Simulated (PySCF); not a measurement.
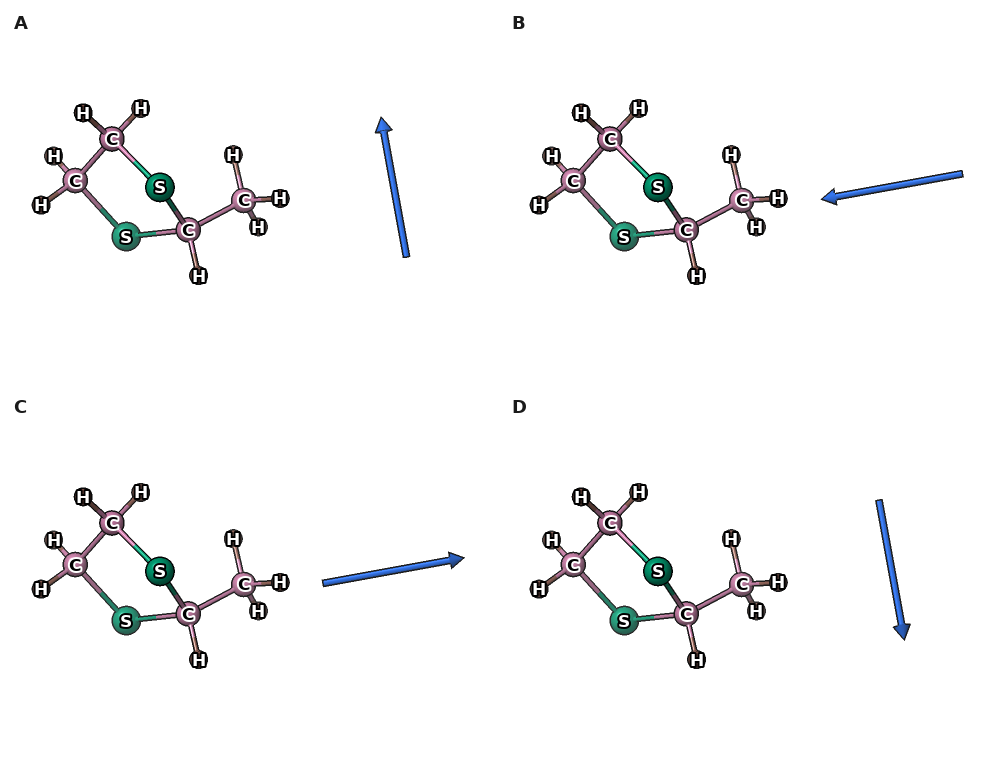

The same molecule four times, each with an arrow. Computed geometry: GFN2-xTB optimisation. No frequency run is at hand to confirm it as a minimum. Method: PBE0/pcSseg-1, gas phase (PySCF 2.14.0).

**Which arrow points along the dipole moment, from the negative to the positive end?**

A. The dipole moment is 1.33 D.
